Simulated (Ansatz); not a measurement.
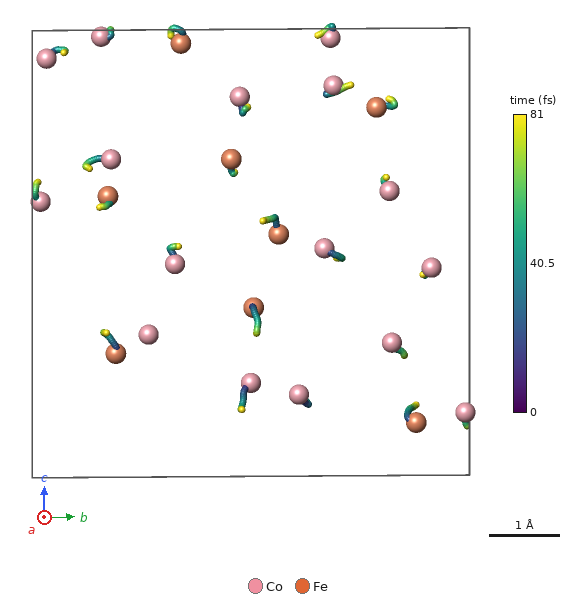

Molecular dynamics of an amorphous cell of composition FeCo₂ (24 atoms in the cell), 81 fs long. It starts from the last geometry of an earlier run, with fresh velocities. Dots mark each atom's position at evenly spaced times, coloured by time; spheres stand at the starting positions. Seen along the a axis in the simulation cell.

Method: DFT PBE, scalar-relativistic, plane waves, PAW in Ansatz 0.2.0. Run with plane-wave cutoff 420 eV; k-point mesh 1 × 1 × 1; Fermi-Dirac smearing 0.0888 eV; set temperature 1030 K; time step 3 fs.

Q: What do the traces tell about the motion?

A: Root-mean-square distances from the starting positions over the second half, with the common drift of all atoms taken out: Fe 0.35 Å, Co 0.28 Å. The run lasts only 81 fs, too short to tell vibration from diffusion. The mean temperature in the second half is 923 K (standard deviation 153 K). The potential energy in the second half lies on average 55.6 meV per atom below the first frame. The first frame is far from relaxed (forces up to 5.0 eV/Å), so much of the motion is the structure settling. The mean pressure there is −0.5 GPa.

Limits of the set-up: the k-point mesh is coarse for a cell with partly filled bands; the periodic images lie only 6.3 Å apart, so the values are limited by the cell's size.

The run took 6.9 min on 2 threads of AMD EPYC (Zen 3) (shared host), peak memory 0.71 GiB.
